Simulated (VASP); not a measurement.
# MnS (Rambergite): structure and properties in VASP, part 7 of 7

What structure does MnS (Rambergite) take at this level, and what are its properties? The start is a cell from a database of measured crystal structures.

VASP 6.6.1, plane waves and PAW; the level of theory is named at each step.

Still holding for the runs below: The magnetic order is the lowest of the few collinear ones that converged above; longer or canted patterns were not tried. The cell is doubled for it, so bands and modes from the zone boundary of the chemical cell fold onto Γ and the labels are those of the larger cell.

So far. Step 12 (Density of states (r2SCAN)): The gap on this mesh is 2.42 eV. In the top eV of the valence band the largest shares in the PAW spheres are Mn d 49 % and S p 22 %; in the lowest eV of the conduction band, Mn d 72 %. The rest lies in smaller channels or between the spheres. The relaxed cell has a, b, c = 3.932, 6.736, 6.423 Å (conventional setting).

The database entry behind the starting cell differs from later determinations by our own check (about 0.3 % short against later determinations), so it need not match the best structure at ambient conditions.

## Step 14: Independent-particle dielectric function (r2SCAN)

Level of this step: r2SCAN, spin-polarised from an antiferromagnetic start; plane waves and PAW (Mn_pv, S) (VASP).

LOPTICS sums transitions from filled to empty bands. The mesh is finer than in the run before. NBANDS is raised for it.

INCAR reads:

```
SYSTEM = MnS
PREC = Accurate
ENCUT = 400
EDIFF = 1E-06
NELM = 100
ISMEAR = 0
SIGMA = 0.05
LREAL = .FALSE.
ALGO = Normal
METAGGA = R2SCAN
LASPH = .TRUE.
NBANDS = 102
ISPIN = 2
MAGMOM = 4.287 -4.287 4.287 -4.287 -0.002 0.002 -0.002 0.002
LMAXMIX = 4
LORBIT = 11
LWAVE = .FALSE.
LCHARG = .FALSE.
KPAR = 8
LOPTICS = .TRUE.
NEDOS = 1500
CSHIFT = 0.1
```

POSCAR reads:

```
MnS
1.0
    7.7992791192      0.0373804432      0.0000000000
    1.9660059865      3.4052222566      0.0000000000
    0.0000000000      0.0000000000      6.4234213796
Mn S
4 4
Direct
    0.8323392512      0.6676607488      0.0056383006
    0.3323392512      0.6676607488      0.0056383006
    0.1676607488      0.3323392512      0.5056383006
    0.6676607488      0.3323392512      0.5056383006
    0.8334347064      0.6665652936      0.3793616994
    0.3334347064      0.6665652936      0.3793616994
    0.1665652936      0.3334347064      0.8793616994
    0.6665652936      0.3334347064      0.8793616994
```

KPOINTS reads:

```
Automatic mesh
0
Gamma
8 8 4
0 0 0
```

Potentials, in the order of the species: Mn_pv and S (PBE family, release 64).

Started as:

```
> mpirun -np 8 vasp_std
```

The log of the run:

```text
[... set-up lines as in an earlier step ...]
 entering main loop
       N       E                     dE             d eps       ncg     rms          rms(c)
DAV:   1     0.724980613270E+03    0.72498E+03   -0.30399E+04 31768   0.662E+02
DAV:   2    -0.421059944102E+02   -0.76709E+03   -0.70013E+03 30864   0.234E+02
DAV:   3    -0.116849240080E+03   -0.74743E+02   -0.71358E+02 34536   0.845E+01
DAV:   4    -0.118587362527E+03   -0.17381E+01   -0.17303E+01 34722   0.127E+01
DAV:   5    -0.118606991792E+03   -0.19629E-01   -0.19625E-01 34938   0.138E+00    0.218E+01
DAV:   6    -0.998763236822E+02    0.18731E+02   -0.19994E+01 33422   0.295E+01    0.271E+01
DAV:   7    -0.100372645855E+03   -0.49632E+00   -0.27323E+00 34148   0.766E+00    0.156E+01
DAV:   8    -0.100266503323E+03    0.10614E+00   -0.27563E-01 35636   0.364E+00    0.951E+00
DAV:   9    -0.100285713477E+03   -0.19210E-01   -0.25183E-01 33880   0.219E+00    0.214E+00
DAV:  10    -0.100273541934E+03    0.12172E-01   -0.62730E-02 33280   0.146E+00    0.584E-01
DAV:  11    -0.100275360723E+03   -0.18188E-02   -0.37426E-03 34664   0.248E-01    0.221E-01
DAV:  12    -0.100276485464E+03   -0.11247E-02   -0.63517E-04 34728   0.960E-02    0.197E-01
DAV:  13    -0.100276391127E+03    0.94337E-04   -0.62540E-05 36736   0.284E-02    0.109E-01
DAV:  14    -0.100276709720E+03   -0.31859E-03   -0.51425E-05 32568   0.314E-02    0.489E-02
DAV:  15    -0.100276747214E+03   -0.37494E-04   -0.11088E-05 34136   0.163E-02    0.916E-03
DAV:  16    -0.100276728327E+03    0.18887E-04   -0.23767E-06 34696   0.458E-03    0.610E-03
DAV:  17    -0.100276725393E+03    0.29340E-05   -0.63495E-08 19528   0.966E-04    0.475E-03
DAV:  18    -0.100276720292E+03    0.51015E-05   -0.11679E-07 22560   0.995E-04    0.700E-04
DAV:  19    -0.100276720643E+03   -0.35147E-06   -0.57308E-09 18096   0.287E-04
   1 F= -.10027672E+03 E0= -.10027672E+03  d E =-.880988E-11  mag=     0.0000
 optical routines
 imaginary and real dielectric function
 direction            1
 direction            2
 direction            3
```

Run time: 13 min. Hardware: 8 MPI ranks of AMD EPYC 9R45, shared host; peak memory 18 GiB; 1.6 h of CPU time.

Parts of OUTCAR (step 14):

```text
   k-points           NKPTS =     75   k-points in BZ     NKDIM =     75   number of bands    NBANDS=    102

   NELECT =      76.0000    total number of electrons

 E-fermi :   3.7399

 spin component 1
 k-point     1 :       0.0000    0.0000    0.0000
  band No.  band energies     occupation
    ...
     34       2.9191      1.00000
     35       3.1869      1.00000
     36       3.1994      1.00000
     37       3.4559      1.00000
     38       3.4854      1.00000
     39       5.9480      0.00000
     40       6.4339      0.00000
     41       6.4685      0.00000
     42       6.6774      0.00000
     43       6.7299      0.00000
    ...

 k-point     2 :       0.1250    0.0000    0.0000
  band No.  band energies     occupation
    ...
     34       2.8409      1.00000
     35       3.1688      1.00000
     36       3.2280      1.00000
     37       3.4208      1.00000
     38       3.5066      1.00000
     39       5.9814      0.00000
     40       6.4653      0.00000
     41       6.4659      0.00000
     42       6.6699      0.00000
     43       6.7620      0.00000
    ...

  Total       -0.0153803      0.0123413     -0.0321160      0.0240076      0.0000000      0.0000000
  in kB       -0.1448483      0.1162274     -0.3024611      0.2260982      0.0000000      0.0000000
  external PRESSURE =      -0.1103607 kB  Pullay stress =       0.0000000 kB

 POSITION                                       TOTAL-FORCE (eV/Angst)
 -----------------------------------------------------------------------------------
      7.80427      2.30465      0.03622        -0.005218      0.003013      0.007310
      3.90463      2.28596      0.03622        -0.005218      0.003013      0.007310
      1.96101      1.13796      3.24793         0.005218     -0.003013      0.007310
      5.86065      1.15665      3.24793         0.005218     -0.003013      0.007310
      7.81066      2.30096      2.43680         0.002576     -0.001487     -0.007310
      3.91102      2.28227      2.43680         0.002576     -0.001487     -0.007310
      1.95462      1.14165      5.64851        -0.002576      0.001487     -0.007310
      5.85426      1.16034      5.64851        -0.002576      0.001487     -0.007310
 -----------------------------------------------------------------------------------
    total drift:                               -0.000000     -0.000001      0.090068

  FREE ENERGIE OF THE ION-ELECTRON SYSTEM (eV)
  ---------------------------------------------------
  free  energy   TOTEN  =      -100.2767206434 eV

  energy  without entropy=     -100.2767206434  energy(sigma->0) =     -100.27672064

 plasma frequency squared (from intraband transitions) (eV^2)
  --------------------------------------------------------------------------------------
       0.000      -0.000       0.000
      -0.000       0.000      -0.000
       0.000      -0.000       0.000

[... 9 parts as in an earlier step ...]

[... 8 further parts left out ...]
```

These are independent-particle spectra without excitons or local fields, and fine structure depends on the mesh and on CSHIFT.

Numbers from this step:

- electronic cycles: 19
- bands: 102
- irreducible k-points: 75
- free energy (TOTEN): -100.2767 eV
- Fermi energy: 3.740 eV
- pressure: -0.01104 GPa

The imaginary dielectric function has structure finer than the step of the table below, so its rows give means over 2 eV, whole bins alone (the curve runs from 0 to 25.0 eV). Peaks (eV: height): xx 4.2: 8.24, 8.8: 5.91; yy 3.3: 7.08, 6.9: 5.45, 8.7: 5.95; zz 3.2: 8.43, 4.0: 7.69, 6.5: 5.73, 8.7: 5.81.

Imaginary dielectric function against photon energy; means over each step:

```csv
photon energy (eV),xx,yy,zz
2,0.658,0.521,0.650
4,6.26,5.62,6.03
6,4.21,4.65,4.71
8,4.99,5.07,5.15
10,4.19,4.19,3.89
12,2.25,2.26,2.31
14,1.21,1.22,1.13
16,0.792,0.774,0.859
18,0.621,0.617,0.580
20,0.400,0.399,0.393
22,0.264,0.264,0.261
```

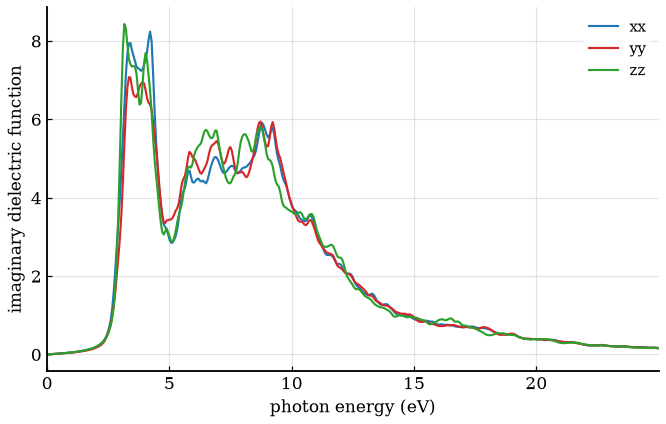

Imaginary dielectric function against photon energy.

Table of real dielectric function by photon energy:

```csv
photon energy (eV),xx,yy,zz
0.0,6.21,6.03,6.24
2.5,9.10,8.52,9.14
5.0,2.79,3.74,3.36
7.5,2.26,1.91,2.12
10.0,-0.912,-1.08,-0.458
12.5,-1.09,-1.03,-1.18
15.0,-0.426,-0.495,-0.339
17.5,-0.0783,-0.0694,-0.184
20.0,0.116,0.105,0.120
22.5,0.292,0.287,0.286
```

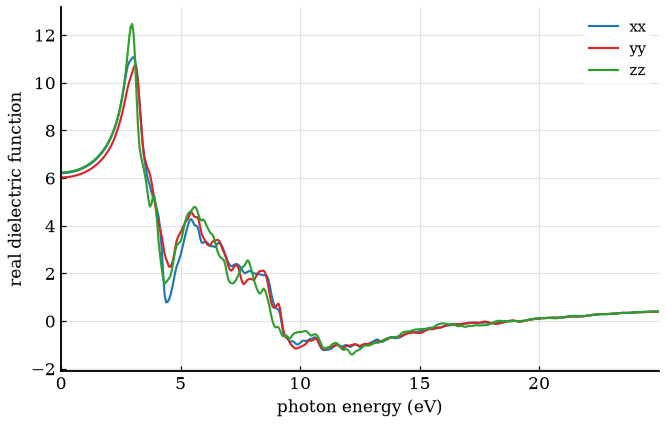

Real dielectric function, plotted against photon energy.

## Step 15: A single point (r2SCAN), changed input

A single point gives energy, forces and stress at these settings. Some settings are moved from the usual, to see what they do.

INCAR reads:

```
SYSTEM = MnS
PREC = Medium
ENCUT = 250
EDIFF = 1E-06
NELM = 100
ISMEAR = -1
SIGMA = 0.1
LREAL = .FALSE.
ALGO = Normal
METAGGA = R2SCAN
LASPH = .TRUE.
NBANDS = 51
ISPIN = 2
MAGMOM = 4.287 -4.287 4.287 -4.287 -0.002 0.002 -0.002 0.002
LMAXMIX = 4
LORBIT = 11
LWAVE = .FALSE.
LCHARG = .FALSE.
KPAR = 8
ISIF = 2
```

POSCAR is that of step 14.

KPOINTS reads:

```
Automatic mesh
0
Gamma
6 6 3
0 0 0
```

Started as:

```
> mpirun -np 8 vasp_std
```

The log of the run:

```text
[... set-up lines as in an earlier step ...]
 entering main loop
       N       E                     dE             d eps       ncg     rms          rms(c)
DAV:   1     0.528039942249E+03    0.52804E+03   -0.30220E+04  7664   0.963E+02
DAV:   2    -0.645831998797E+02   -0.59262E+03   -0.56290E+03  6947   0.337E+02
DAV:   3    -0.116824371179E+03   -0.52241E+02   -0.51383E+02  7849   0.103E+02
DAV:   4    -0.118416079965E+03   -0.15917E+01   -0.15861E+01  7909   0.175E+01
DAV:   5    -0.118443278451E+03   -0.27198E-01   -0.27185E-01  7859   0.256E+00    0.221E+01
DAV:   6    -0.991501733907E+02    0.19293E+02   -0.63366E+01  8210   0.560E+01    0.249E+01
DAV:   7    -0.100048060734E+03   -0.89789E+00   -0.50126E+00  7211   0.147E+01    0.152E+01
DAV:   8    -0.999614927199E+02    0.86568E-01   -0.74586E-01  8388   0.724E+00    0.896E+00
DAV:   9    -0.999812472209E+02   -0.19755E-01   -0.34019E-01  7643   0.355E+00    0.207E+00
DAV:  10    -0.999766663125E+02    0.45809E-02   -0.81835E-02  7712   0.246E+00    0.468E-01
DAV:  11    -0.999791690254E+02   -0.25027E-02   -0.72900E-03  7881   0.408E-01    0.243E-01
DAV:  12    -0.999795554105E+02   -0.38639E-03   -0.13700E-03  8343   0.297E-01    0.135E-01
DAV:  13    -0.999797905885E+02   -0.23518E-03   -0.33049E-04  6925   0.101E-01    0.102E-01
DAV:  14    -0.999798060142E+02   -0.15426E-04   -0.16138E-05  6930   0.198E-02    0.671E-02
DAV:  15    -0.999798374613E+02   -0.31447E-04   -0.36549E-05  7082   0.334E-02    0.156E-02
DAV:  16    -0.999798532140E+02   -0.15753E-04   -0.17407E-06  5192   0.807E-03    0.685E-03
DAV:  17    -0.999798468149E+02    0.63991E-05   -0.20515E-07  3812   0.329E-03    0.639E-03
DAV:  18    -0.999798449192E+02    0.18956E-05   -0.87569E-08  3699   0.133E-03    0.632E-03
DAV:  19    -0.999798449540E+02   -0.34739E-07   -0.17379E-08  3669   0.674E-04
   1 F= -.99979845E+02 E0= -.99979840E+02  d E =-.104047E-04  mag=    -0.0000
```

The job ended after 40 s (8 MPI ranks; peak memory 1.8 GiB; 4.7 min of CPU time).

Parts of OUTCAR (step 15):

```text
   ENCUT  =  250.0 eV  18.37 Ry    4.29 a.u.  10.06  5.07  8.28*2*pi/ulx,y,z

   NELECT =      76.0000    total number of electrons

 E-fermi :   4.6937

 spin component 1
 k-point     1 :       0.0000    0.0000    0.0000
  band No.  band energies     occupation
    ...
     34       2.9073      1.00000
     35       3.1704      1.00000
     36       3.1823      1.00000
     37       3.4367      1.00000
     38       3.4677      1.00000
     39       5.9314      0.00000
     40       6.4138      0.00000
     41       6.4347      0.00000
     42       6.6668      0.00000
     43       6.6999      0.00000
    ...

 k-point     2 :       0.1667    0.0000    0.0000
  band No.  band energies     occupation
    ...
     34       2.7763      1.00000
     35       3.1382      1.00000
     36       3.2229      1.00000
     37       3.3844      1.00000
     38       3.4927      0.99999
     39       5.9904      0.00000
     40       6.4293      0.00000
     41       6.4496      0.00000
     42       6.6577      0.00000
     43       6.7520      0.00000
    ...

  Total       -8.8257795     -8.7670745     -8.8550455      0.0508400      0.0000000      0.0000000
  in kB      -83.1190807    -82.5662112    -83.3947008      0.4787991      0.0000000      0.0000000
  external PRESSURE =     -83.0266642 kB  Pullay stress =       0.0000000 kB

 POSITION                                       TOTAL-FORCE (eV/Angst)
 -----------------------------------------------------------------------------------
      7.80427      2.30465      0.03622         0.006199     -0.003579     -0.049130
      3.90463      2.28596      0.03622         0.006199     -0.003579     -0.049130
      1.96101      1.13796      3.24793        -0.006199      0.003579     -0.049130
      5.86065      1.15665      3.24793        -0.006199      0.003579     -0.049130
      7.81066      2.30096      2.43680        -0.000241      0.000139      0.049130
      3.91102      2.28227      2.43680        -0.000241      0.000139      0.049130
      1.95462      1.14165      5.64851         0.000241     -0.000139      0.049130
      5.85426      1.16034      5.64851         0.000241     -0.000139      0.049130
 -----------------------------------------------------------------------------------
    total drift:                                0.000192     -0.000016     -0.581308

  FREE ENERGIE OF THE ION-ELECTRON SYSTEM (eV)
  ---------------------------------------------------
  free  energy   TOTEN  =       -99.9798449540 eV

  energy  without entropy=      -99.9798345492  energy(sigma->0) =      -99.97983975

 magnetization (x)
# of ion       s       p       d       tot
------------------------------------------
    1        0.027   0.047   4.225   4.299
    2       -0.027  -0.047  -4.225  -4.299
    3        0.027   0.047   4.225   4.299
    4       -0.027  -0.047  -4.225  -4.299
    5       -0.000  -0.001   0.000  -0.002
    6        0.000   0.001   0.000   0.002
    7       -0.000  -0.001   0.000  -0.002
    8        0.000   0.001   0.000   0.002
--------------------------------------------------
tot          0.000   0.000   0.000   0.000

[... 6 parts as in an earlier step ...]

[... 10 further parts left out ...]
```

The run converged; its settings lie outside those of the reference runs, so its numbers are set aside.

Against the sound run on this cell (electric field gradients (r2SCAN)) the energy at zero smearing moves by +37.1 meV an atom and the pressure by -8.29 GPa.

Settings moved from the usual: PREC = Medium, ENCUT = 250, ISMEAR = -1 and SIGMA = 0.1.

The cutoff falls from 400 to 250 eV, which shrinks the basis; the stress suffers most (Pulay stress), and PAW energies need not rise evenly as the basis shrinks. PREC = Medium changes the FFT grids.

## Step 16: Results

| Quantity | Value |
| --- | --- |
| relaxed volume | 21.27 Å³/atom |
| relaxed conventional cell a, b, c | 3.932, 6.736, 6.423 Å |
| space group after relaxing, within 0.02 Å | Cmc2_1 (No. 36) |
| moment of the cell (8×8×5 mesh) | 0 μB |
| largest site moment (8×8×5 mesh) | 4.29 μB on Mn1 |
| band gap | 2.41 eV, indirect (least direct gap of that run 2.46 eV) |
| gap among the points of the DOS mesh alone, an upper bound | 2.42 eV |
| largest field gradient Vzz | 1.98 V/Å² on Mn1 |
| strongest peak of ε2, mean over directions | 3.34 eV |
| ε1 at zero frequency, no local fields, mean | 6.16 |

**Reading.** With r2SCAN, MnS (Rambergite) relaxes to 21.27 Å³/atom in space group Cmc2_1, has an indirect gap of 2.41 eV and keeps moments of up to 4.29 μB (8×8×5 mesh). Against the listed cell the volume lies -3.4 %, and the symmetry falls from P6_3mc to Cmc2_1, as the imposed magnetic order allows. Band structure (r2SCAN): On this path the gap is indirect, 2.41 eV, with the valence top at Z and the conduction bottom between Z and U. The least direct gap is 2.46 eV. Semilocal functionals usually underestimate gaps. Only a few collinear orders were tried, on the cell as listed. No search among competing phases was made, and a listed structure need not be the one stable at ambient conditions. All values are for a static lattice at zero temperature.

[Lines on the potential files, build, host, timing and source positions are cut from VASP's logs without a mark.]

[Logs are printed without paths, hosts, clocks, repeated set-up lines and the standing remarks that a program may print on its own settings, such as how far it seeks lower states.]

[Hosts, paths, dates, database ids (printed as entryN), source tags and the programs' standing remarks are cut or masked in the printed files.]

[A measured line is paired with the nearest computed mode of its activity, which favours agreement.]

[In band tables of VASP the shares of atoms and orbitals are scaled to a sum of 1 inside the atoms' spheres.]
